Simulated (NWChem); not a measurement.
**C3H5F (allyl fluoride): levels of theory compared**

Wanted: a comparison of 3 runs (HF/def2-SVP, PBE/aug-cc-pVDZ, PBE0/def2-SVP) of C3H5F (allyl fluoride). 

The calculation is run with NWChem 7.3.0.

### Step 1. Starting point

C3H5F: 9 atoms, total charge 0, spin state singlet. SMILES: `C=CCF`. Geometry: relaxed at PBE0-D4/def2-TZVP. This is one conformer, not always the lowest.

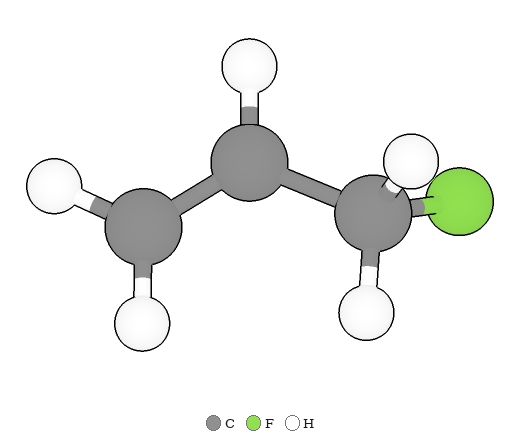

Viewed from a chosen angle; carbon grey, fluorine green, hydrogen white.

### Step 2. Energy and forces at HF/def2-SVP (run 1)

run.py

```python
from ase import Atoms
from ase.calculators.nwchem import NWChem

mol = Atoms('CCCFHHHHH', positions=[
    [-0.578000, 1.122500, -0.608000],
    [0.352500, 0.215400, -0.353400],
    [0.200500, -0.852800, 0.668500],
    [0.430500, -2.098200, 0.102300],
    [-0.422500, 1.909200, -1.336700],
    [-1.531700, 1.114000, -0.089100],
    [1.299800, 0.230700, -0.886500],
    [0.929800, -0.730800, 1.477200],
    [-0.806800, -0.852300, 1.094700],
])

calc = NWChem(
    label='c3h5f',
    theory='scf',
    memory='2200 mb',
    basis='def2-SVP',
    basispar='spherical bse',
    scf={'nopen': '0', 'rhf': None, 'thresh': '1e-08', 'maxiter': '80'},
)
mol.calc = calc

forces = mol.get_forces()
print(f"energy = {mol.get_potential_energy():.6f} eV")
print("forces (eV/A):")
for s, f in zip(mol.symbols, forces):
    print(f"{s:2s} {f[0]:10.5f} {f[1]:10.5f} {f[2]:10.5f}")
print("dipole (e A):", mol.get_dipole_moment().round(4))
```

Command:

```bash
export ASE_NWCHEM_COMMAND="nwchem PREFIX.nwi > PREFIX.nwo"
python run.py
```

The log of the run:

```text
energy = -5870.997383 eV
forces (eV/A):
C     0.15206   -0.11344    0.04649
C    -0.09904    0.29845   -0.25099
C     0.07472   -0.88713    0.07425
F    -0.13483    0.78491    0.34067
H    -0.01224   -0.03517    0.02602
H     0.03682    0.03090   -0.05163
H    -0.06685    0.00992    0.02016
H    -0.13236   -0.04037   -0.14470
H     0.18183   -0.04808   -0.06027
dipole (e A): [-0.0702  0.4188  0.1561]
```

The calculator wrote c3h5f.nwi:

```
title "c3h5f"

permanent_dir c3h5f

scratch_dir c3h5f

start c3h5f

geometry units angstrom nocenter noautosym noautoz
  C  -5.7799999999999996e-01 1.1225000000000001e+00 -6.0799999999999998e-01
  C  3.5249999999999998e-01 2.1540000000000001e-01 -3.5339999999999999e-01
  C  2.0050000000000001e-01 -8.5280000000000000e-01 6.6849999999999998e-01
  F  4.3049999999999999e-01 -2.0981999999999998e+00 1.0230000000000000e-01
  H  -4.2249999999999999e-01 1.9092000000000000e+00 -1.3367000000000000e+00
  H  -1.5317000000000001e+00 1.1140000000000001e+00 -8.9099999999999999e-02
  H  1.2998000000000001e+00 2.3069999999999999e-01 -8.8649999999999995e-01
  H  9.2979999999999996e-01 -7.3080000000000001e-01 1.4772000000000001e+00
  H  -8.0679999999999996e-01 -8.5229999999999995e-01 1.0947000000000000e+00
end

memory 2200 mb

basis spherical bse noprint
   * library def2-SVP
end

scf
  nopen 0
  rhf
  thresh 1e-08
  maxiter 80
end

task scf gradient
```

c3h5f.nwo:

```text
Northwest Computational Chemistry Package (NWChem) 7.3.0
             --------------------------------------------------------

           Job information
           ---------------

    nwchem branch   = 7.3.0
    use scalapack   = T
    input           = c3h5f.nwi
    prefix          = c3h5f.
    data base       = c3h5f/c3h5f.db
    status          = startup
    nproc           =        1

           Memory information
           ------------------

[... 5 lines left out ...]
    hardfail = no
[... 133 lines left out ...]
         Quadratically convergent ROHF
[... 15 lines left out ...]
       Final RHF  results
[... 4 lines left out ...]
      Two-electron energy =    192.187533801588
[... 35 lines left out ...]
                       ROHF Final Molecular Orbital Analysis
[... 216 lines left out ...]
                 ----------------------------------------
                 |  Time  |  1-e(secs)   |  2-e(secs)   |
                 ----------------------------------------
                 |  CPU   |       0.00   |       0.97   |
                 ----------------------------------------
                 |  WALL  |       0.00   |       0.97   |
                 ----------------------------------------

 Task  times  cpu:        6.8s     wall:        6.8s
 Total times  cpu:        6.8s     wall:        6.8s
```

Wall time 7.8 s (1 thread of Intel Xeon 6975P-C (Granite Rapids), shared host); peak memory 0.099 GiB.

### Step 3. Energy and forces at PBE/aug-cc-pVDZ (run 2)

run.py

```python
from ase import Atoms
from ase.calculators.nwchem import NWChem

system = Atoms(['C', 'C', 'C', 'F', 'H', 'H', 'H', 'H', 'H'], positions=[
    [-0.578000, 1.122500, -0.608000],
    [0.352500, 0.215400, -0.353400],
    [0.200500, -0.852800, 0.668500],
    [0.430500, -2.098200, 0.102300],
    [-0.422500, 1.909200, -1.336700],
    [-1.531700, 1.114000, -0.089100],
    [1.299800, 0.230700, -0.886500],
    [0.929800, -0.730800, 1.477200],
    [-0.806800, -0.852300, 1.094700],
])

calc = NWChem(
    label='c3h5f',
    theory='dft',
    memory='2200 mb',
    basis='aug-cc-pVDZ',
    basispar='spherical bse',
    dft={'xc': 'xpbe96 cpbe96', 'mult': '1', 'grid': 'fine', 'convergence': 'energy 1e-08', 'iterations': '100', 'mulliken': None, 'print': 'low'},
)
system.calc = calc

forces = system.get_forces()
print(f"energy = {system.get_potential_energy():.6f} eV")
print("forces (eV/A):")
for s, f in zip(system.symbols, forces):
    print(f"{s:2s} {f[0]:10.5f} {f[1]:10.5f} {f[2]:10.5f}")
```

Command:

```bash
export ASE_NWCHEM_COMMAND="nwchem PREFIX.nwi > PREFIX.nwo"
python run.py
```

The log of the run:

```text
energy = -5902.252930 eV
forces (eV/A):
C    -0.47555    0.48198   -0.16630
C     0.41580   -0.52666    0.23145
C    -0.04165    0.60349    0.12984
F     0.17067   -0.99939   -0.42912
H     0.05656    0.38011   -0.33903
H    -0.44789    0.01538    0.22883
H     0.45380    0.00370   -0.24698
H     0.33296    0.04931    0.38196
H    -0.46465   -0.00792    0.20929
```

The calculator wrote c3h5f.nwi:

```
title "c3h5f"

permanent_dir c3h5f

scratch_dir c3h5f

start c3h5f

geometry units angstrom nocenter noautosym noautoz
  C  -5.7799999999999996e-01 1.1225000000000001e+00 -6.0799999999999998e-01
  C  3.5249999999999998e-01 2.1540000000000001e-01 -3.5339999999999999e-01
  C  2.0050000000000001e-01 -8.5280000000000000e-01 6.6849999999999998e-01
  F  4.3049999999999999e-01 -2.0981999999999998e+00 1.0230000000000000e-01
  H  -4.2249999999999999e-01 1.9092000000000000e+00 -1.3367000000000000e+00
  H  -1.5317000000000001e+00 1.1140000000000001e+00 -8.9099999999999999e-02
  H  1.2998000000000001e+00 2.3069999999999999e-01 -8.8649999999999995e-01
  H  9.2979999999999996e-01 -7.3080000000000001e-01 1.4772000000000001e+00
  H  -8.0679999999999996e-01 -8.5229999999999995e-01 1.0947000000000000e+00
end

memory 2200 mb

basis spherical bse noprint
   * library aug-cc-pVDZ
end

dft
  xc xpbe96 cpbe96
  mult 1
  grid fine
  convergence energy 1e-08
  iterations 100
  mulliken
  print low
end

task dft gradient
```

c3h5f.nwo:

```text
Northwest Computational Chemistry Package (NWChem) 7.3.0
             --------------------------------------------------------

           Job information
           ---------------

    nwchem branch   = 7.3.0
    use scalapack   = T
    input           = c3h5f.nwi
    prefix          = c3h5f.
    data base       = c3h5f/c3h5f.db
    status          = startup
    nproc           =        1

           Memory information
           ------------------

[... 5 lines left out ...]
    hardfail = no
[... 38 lines left out ...]
            Nuclear Dipole moment (a.u.)
[... 92 lines left out ...]
         Total DFT energy =     -216.903796236527
[... 1 line left out ...]
           Coulomb energy =      219.685140803024
[... 1 line left out ...]
 Nuclear repulsion energy =      114.580616546095
[... 29 lines left out ...]
                         DFT ENERGY GRADIENTS

    atom               coordinates                        gradient
                 x          y          z           x          y          z
   1 C      -1.092262   2.121217  -1.148953    0.009248  -0.009373   0.003234
   2 C       0.666128   0.407047  -0.667829   -0.008086   0.010242  -0.004501
   3 C       0.378890  -1.611558   1.263282    0.000810  -0.011736  -0.002525
[... 5 lines of this table left out ...]
   9 H      -1.524631  -1.610613   2.068683    0.009036   0.000154  -0.004070

 Task  times  cpu:       52.4s     wall:       52.4s
 Total times  cpu:       52.4s     wall:       52.4s
```

Wall time 54 s (1 thread of Intel Xeon 6975P-C (Granite Rapids), shared host); peak memory 0.12 GiB.

### Step 4. Energy and forces at PBE0/def2-SVP (run 3)

sp.xyz

```xyz
9

C     -0.578000     1.122500    -0.608000
C      0.352500     0.215400    -0.353400
C      0.200500    -0.852800     0.668500
F      0.430500    -2.098200     0.102300
H     -0.422500     1.909200    -1.336700
H     -1.531700     1.114000    -0.089100
H      1.299800     0.230700    -0.886500
H      0.929800    -0.730800     1.477200
H     -0.806800    -0.852300     1.094700
```

sp.nw

```
start sp
memory stack 880 mb heap 220 mb global 1100 mb
charge 0
geometry units angstrom noautosym nocenter noautoz
   load sp.xyz
end
basis "ao basis" spherical bse
   * library def2-SVP
end
dft
   xc pbe0
   mult 1
   grid xfine
   convergence energy 1e-08
   iterations 100
   mulliken
end
task dft gradient
```

Command:

```bash
nwchem sp.nw > sp.out
```

The log of the run:

```text
[...]
          Wavefunction type:  closed shell.
          No. of atoms     :     9
          No. of electrons :    32
[...]
          Charge           :     0
          Spin multiplicity:     1
[...]
          AO basis - number of functions:    81
[...]
              XC Information
              --------------
                         PBE0 Method XC Functional
                     Hartree-Fock (Exact) Exchange  0.250
          PerdewBurkeErnzerhof Exchange Functional  0.750
            Perdew 1991 LDA Correlation Functional  1.000 local
           PerdewBurkeErnz. Correlation Functional  1.000 non-local
[...]
 d= 0,ls=0.0,diis     1   -216.6752411181 -3.31D+02  1.06D-02  4.61D-01     2.5
[...]
 d= 0,ls=0.0,diis    10   -216.7291440178 -1.92D-09  2.74D-07  1.03D-09    23.2
         Total DFT energy =     -216.729144017792
      One electron energy =     -522.913353819606
           Coulomb energy =      219.932206579544
    Exchange-Corr. energy =      -28.328613323826
 Nuclear repulsion energy =      114.580616546095
[...]
      Total Density - Mulliken Population Analysis
     ---------------------------------------------
    Atom       Charge   Shell Charges
 -----------   ------   -------------------------------------------------------
    1 C    6     6.07   1.99  0.90  0.24  2.06  0.86  0.03
    2 C    6     6.16   1.99  0.91  0.28  2.08  0.87  0.04
    3 C    6     5.70   1.99  0.92  0.08  2.03  0.61  0.07
    4 F    9     9.30   1.99  1.13  0.81  3.34  2.03  0.01
    5 H    1     0.94   0.74  0.18  0.02
    6 H    1     0.95   0.74  0.18  0.02
    7 H    1     0.95   0.75  0.18  0.02
    8 H    1     0.96   0.76  0.18  0.02
    9 H    1     0.97   0.76  0.19  0.02
[...]
  wavefunction    = closed shell
[...]
```

It took 28 s on 1 thread of Intel Xeon 6975P-C (Granite Rapids), shared host; peak memory 0.14 GiB.

### Step 5. All runs side by side

```csv
run,level,iteration cap,module,energy (Eh),dipole moment (D),HOMO energy (eV),LUMO energy (eV),wall time
1,HF/def2-SVP,80,scf,-215.755176,2.17,-10.55,4.10,7.8 s
2,PBE/aug-cc-pVDZ,100,dft,-216.903796,–,–,–,54 s
3,PBE0/def2-SVP,100,dft,-216.729144,1.81,-7.98,-0.02,28 s
```

### Step 6. Summary of results

| quantity | value |
| --- | --- |
| run 3: total energy | -216.72914 Eh |
| run 3: dipole moment | 1.81 D |
| run 3: HOMO energy | -7.98 eV |
| run 3: LUMO energy | -0.02 eV |
| run 3: HOMO–LUMO gap | 7.96 eV |
| run 3: largest force on an atom | 0.723 eV/Å |

**Reading.** Totals of different functionals can't be ranked against each other. All runs together took 89 s, the longest 54 s.
